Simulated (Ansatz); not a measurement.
# C$_{3}$H$_{7}$ClMgO: what the fields show

```xyz
13

C    -0.5349   -0.3003    1.4251
C     0.4610    0.0292    0.3205
C     0.8490   -1.2113   -0.4737
Cl   -1.7327    3.5999   -2.9903
Mg   -0.8084    2.1504   -1.6217
O    -0.0471    1.0057   -0.5184
H    -0.1266   -1.0385    2.1330
H    -1.4606   -0.7140    0.9918
H    -0.7964    0.6080    1.9891
H     1.3821    0.4169    0.8058
H    -0.0413   -1.6484   -0.9557
H     1.3037   -1.9802    0.1705
H     1.5726   -0.9516   -1.2614
```

Geometry: PBE0-D4/def2-SVP.

These are results of isolated molecule in a Gaussian basis; Kohn-Sham density functional theory, functional PBE0 in Ansatz, not measurements.

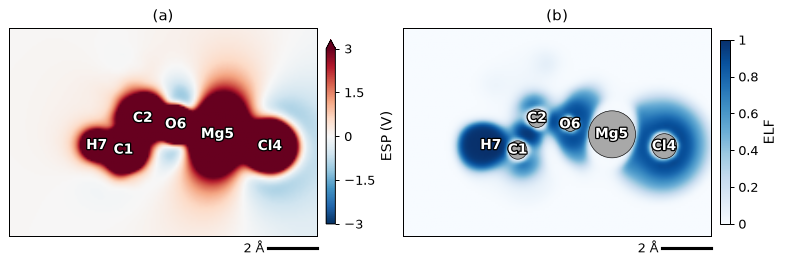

Figure 1. (a) molecular electrostatic potential; (b) electron localisation function on the plane of atoms C2, C1 and H7. Grey discs cover the atomic cores in the ELF map.

What do the fields say about this system?

The plane passes through C, Cl, Mg, O and H nuclei.
C–O (1.38 Å): the ELF peaks at about 0.90 between the atoms, as expected for a polar covalent bond.
C–C (1.52 Å): the ELF peaks at about 0.95 between the atoms, as expected for localised, covalent bonding.
Mg–O (1.76 Å): the ELF peaks at about 0.80 in the valence shell of O, 0.6 Å from its nucleus, and is about 0.15 at the midpoint (an ionic contact with no shared pair).
Mg–Cl (2.20 Å): the ELF peaks at about 0.85 in the valence shell of Cl, 0.9 Å from its nucleus, and falls to about 0.05 next to Mg; an ionic contact with no shared pair.
C–H (1.10 Å): the ELF climbs to about 1 towards the hydrogen, as it does in any bond to H: an ordinary covalent bond to hydrogen.
Outside the dense part of the molecule the potential is most negative (−1.1 V) near O6.

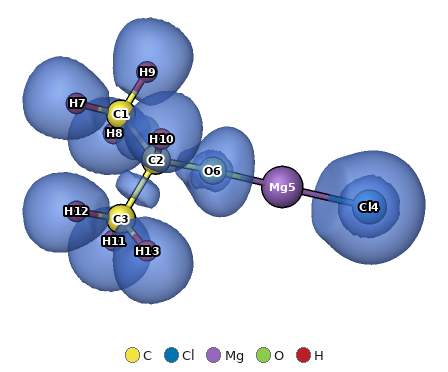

Figure 2. Isosurface of the ELF at 0.75 (blue), seen at a tilt. Only the valence region is drawn (cores and ρ < 0.01 e/Å³ removed).

Describe the localisation domains.

The surface consists of two regions between bonded C–C atoms (shared pairs), seven regions around hydrogen nuclei, one region on O in which the atom's valence shell and bonds are merged and one region wrapped around Cl (its valence shell).

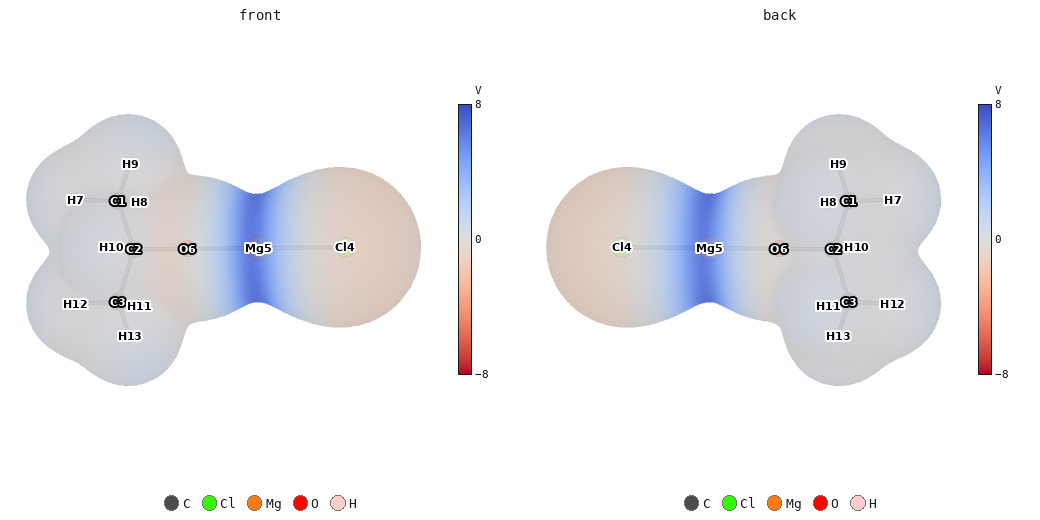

Figure 3. The electrostatic potential painted on the density surface at 0.002 e/bohr³, seen from the front and from behind; the colour scale runs from red (negative) to blue (positive).

Where is the surface potential most negative and most positive?

The most negative region (about −0.9 V) lies over Cl4, the most positive (about +6.3 V) over Mg5.

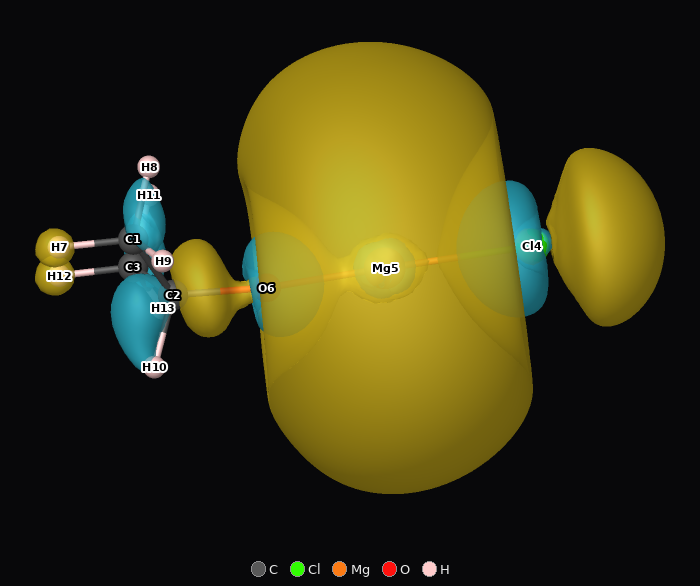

Figure 4. One frontier orbital at ±0.04 Å⁻³ᐟ² (yellow and cyan are the two phases), seen from one side.

Which orbital is it: HOMO or LUMO?

The LUMO, at −1.42 eV. By Hirshfeld shares it lies mainly on Mg5 (about 75 %) and Cl4 (about 15 %).
